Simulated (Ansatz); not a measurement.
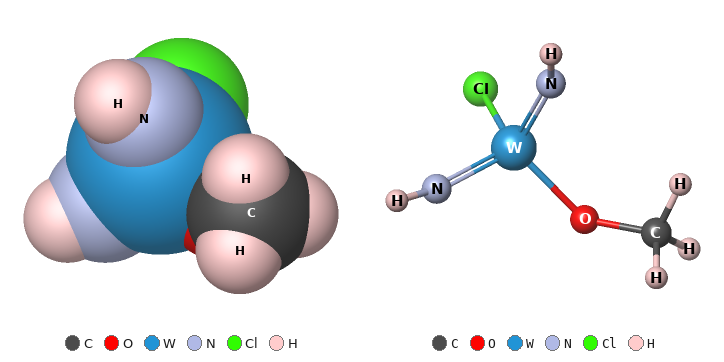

Two views of one molecule.

The species is neutral and a spin singlet.

What does the picture show?

The molecule is CH₅ClN₂OW. As SMILES it reads `C[O][W](=[NH])(=[NH])[Cl]`. This geometry has C1 symmetry. Coordination: 1 C tetrahedral; 1 O bent; 1 W tetrahedral; 2 N bent.

More results for the same structure follow; atom numbers are the same in all pictures, views and colours differ. The geometry was computed by an optimisation with PBE0-D4/def2-TZVP. No frequency run is at hand to confirm it as a minimum.

### Geometry

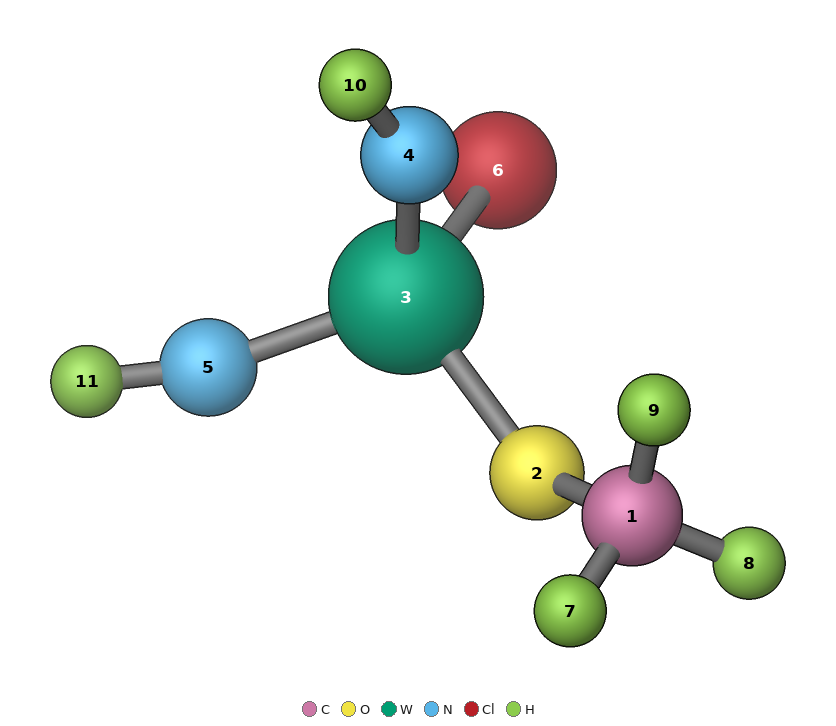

Atoms carry their numbers in the input. No frequency run is at hand to confirm it as a minimum.

What are the angles O2–C1–H7, O2–C1–H8, O2–C1–H9, C1–O2–W3, O2–W3–N4, O2–W3–N5, O2–W3–Cl6, N4–W3–N5, N4–W3–Cl6, N5–W3–Cl6, W3–N4–H10, W3–N5–H11?

| angle | degrees |
| --- | --- |
| O2–C1–H7 | 109.6 |
| O2–C1–H8 | 108.7 |
| O2–C1–H9 | 111.2 |
| C1–O2–W3 | 136.6 |
| O2–W3–N4 | 107.5 |
| O2–W3–N5 | 108.7 |
| O2–W3–Cl6 | 112.6 |
| N4–W3–N5 | 110.9 |
| N4–W3–Cl6 | 108.4 |
| N5–W3–Cl6 | 108.7 |
| W3–N4–H10 | 152.9 |
| W3–N5–H11 | 159.9 |

### Levels of theory compared

No frequency run is at hand to confirm it as a minimum. Program: Ansatz 0.2.0.

Tabulate HOMO energy (eV) at these levels: B97M-V/def2-TZVPP; PBE0-D4/def2-QZVPP; PBE0-D4/def2-SVP; PBE0-D4/def2-TZVPP; r2SCAN-D4/def2-TZVPP; r2SCANh-D4/def2-TZVPP; ωB97M-V/def2-QZVPP; ωB97X-V/def2-TZVPP.

| level | HOMO energy (eV) |
| --- | --- |
| B97M-V/def2-TZVPP | −6.71 |
| PBE0-D4/def2-QZVPP | −7.73 |
| PBE0-D4/def2-SVP | −7.65 |
| PBE0-D4/def2-TZVPP | −7.70 |
| r2SCAN-D4/def2-TZVPP | −6.64 |
| r2SCANh-D4/def2-TZVPP | −7.15 |
| ωB97M-V/def2-QZVPP | −9.97 |
| ωB97X-V/def2-TZVPP | −10.03 |

### Charges

The questions are on Mulliken charges. No frequency run is at hand to confirm it as a minimum. Level of theory: RKS PBE0-D4/def2-TZVP, core potentials on W (Ansatz 0.2.0).

Give the Mulliken charges atom by atom.

| atom | value (e) |
| --- | --- |
| C1 | −0.19 |
| O2 | −0.44 |
| W3 | 1.25 |
| N4 | −0.59 |
| N5 | −0.59 |
| Cl6 | −0.35 |
| H7 | 0.13 |
| H8 | 0.14 |
| H9 | 0.13 |
| H10 | 0.25 |
| H11 | 0.25 |

### Dipole moment

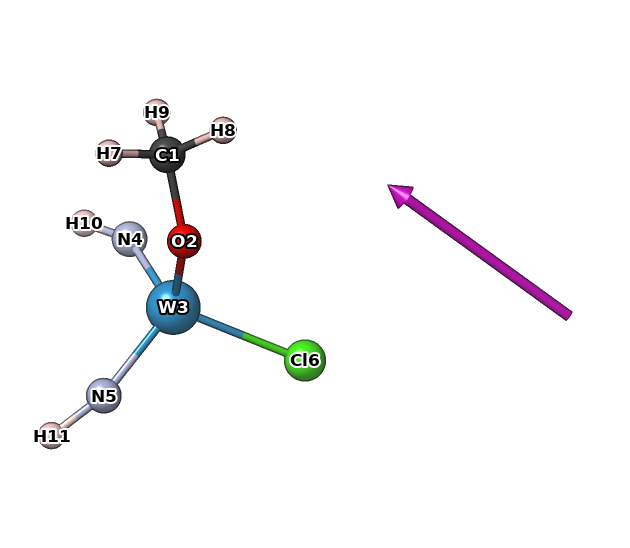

The arrow beside the molecule shows the direction of the dipole moment, from the negative to the positive end (its length means nothing). No frequency run is at hand to confirm it as a minimum. Level of theory: RKS ωB97M-V/def2-TZVPP, core potentials on W (Ansatz 0.2.0).

Question: Estimate the dipole moment.

Answer: 3.01 D; it points from the side of Cl6 to the side of H7 (the outermost atoms at the two ends).

Mulliken values depend strongly on the basis set and can even reverse the polarity of a bond.
